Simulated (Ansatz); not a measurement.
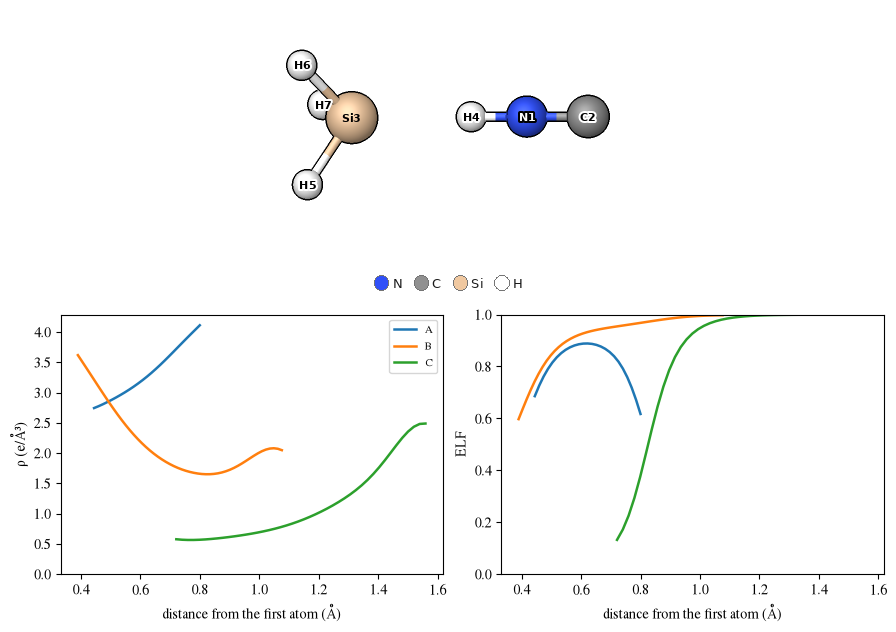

The picture shows: CH4NSi (charge −1). Electron density and ELF along straight lines between neighbouring atoms. The curves leave out the atomic cores. The structure is drawn too.

At this geometry the atoms fall into two loosely joined parts.

Computed with RKS B3LYP/6-31G (Ansatz 0.2.0).

| atom | x (Å) | y (Å) | z (Å) |
| --- | --- | --- | --- |
| N | -0.9373 | -2.0476 | 0.2211 |
| C | -1.4203 | -3.1240 | 0.3331 |
| Si | 0.4626 | 1.0218 | -0.1080 |
| H | -0.4962 | -1.0719 | 0.1182 |
| H | 0.9264 | 1.5336 | -1.5055 |
| H | -0.3148 | 2.3115 | 0.2943 |
| H | 1.7795 | 1.3767 | 0.6467 |

Which curve belongs to which contact (C–N, N–H and Si–H)? The first atom named is at distance zero.

Curve A: C–N (1.19 Å): ρ is about 3.1 e/Å³ halfway; the ELF peaks at about 0.90 between the atoms (a multiple bond). Curve B: N–H (1.08 Å): the density is about 2.5 e/Å³ at the midpoint; the ELF climbs to about 1 towards the hydrogen, as it does in any bond to H (a covalent bond by its length). Curve C: Si–H (1.56 Å): ρ is about 0.56 e/Å³ halfway; the ELF climbs to about 1 towards the hydrogen.
